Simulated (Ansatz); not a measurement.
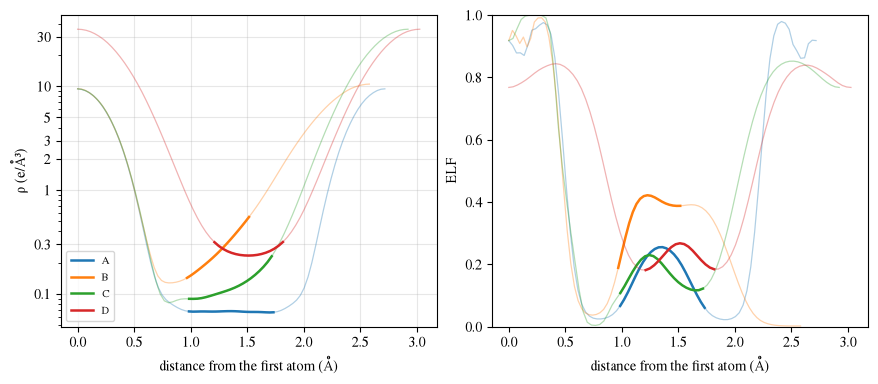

Li3Hf3Pb. Valence charge density (pseudo) and electron localisation function along straight lines between neighbouring atoms. Thin, pale parts lie inside the atomic spheres.

Space group R32; a generated structure, not necessarily the stable one; changed on purpose from its base cell (the structure that the rattled cell fell into); computed without spin polarisation.

Level of theory: Ansatz 0.2.0, DFT PBE, scalar-relativistic, plane waves, PAW.

The density is the valence pseudo-density of a PAW calculation; it isn't the true density close to the nuclei.

```
Li Hf Pb
1.0
     5.41708    0.00000    0.00000
    -2.70854    4.69133    0.00000
     0.00000    0.00000   16.25088
Li Hf Pb
9 9 3
Direct
  0.47639 0.00000 0.00000
  0.14305 0.33333 0.33333
  0.80972 0.66667 0.66667
  0.00000 0.47639 0.00000
  0.66667 0.80972 0.33333
  0.33333 0.14305 0.66667
  0.52361 0.52361 0.00000
  0.19028 0.85695 0.33333
  0.85695 0.19028 0.66667
  0.33333 0.31053 0.16667
  0.00000 0.64386 0.50000
  0.66667 0.97720 0.83333
  0.97720 0.66667 0.16667
  0.64386 0.00000 0.50000
  0.31053 0.33333 0.83333
  0.68947 0.02280 0.16667
  0.35614 0.35614 0.50000
  0.02280 0.68947 0.83333
  0.00000 0.00000 0.00000
  0.66667 0.33333 0.33333
  0.33333 0.66667 0.66667
```

Question: Which curve belongs to which contact (Hf–Hf, Li–Hf, Li–Li and Li–Pb)? The first atom named is at distance zero.

Answer: Curve A: Li–Li (2.72 Å): ρ is about 0.07 e/Å³ halfway; the ELF is about 0.25 at the midpoint: no localised pair shows between them. Curve B: Li–Pb (2.58 Å): ρ at the midpoint is about 0.28 e/Å³; the ELF is about 0.40 at the midpoint. Curve C: Li–Hf (2.92 Å): ρ at the midpoint is about 0.13 e/Å³, with its minimum of 0.09 e/Å³ about 1.0 Å from Li; the ELF is about 0.15 at the midpoint; no localised pair shows between them. Curve D: Hf–Hf (3.03 Å): ρ is about 0.23 e/Å³ halfway; the ELF is about 0.25 at the midpoint: no localised pair shows between them.
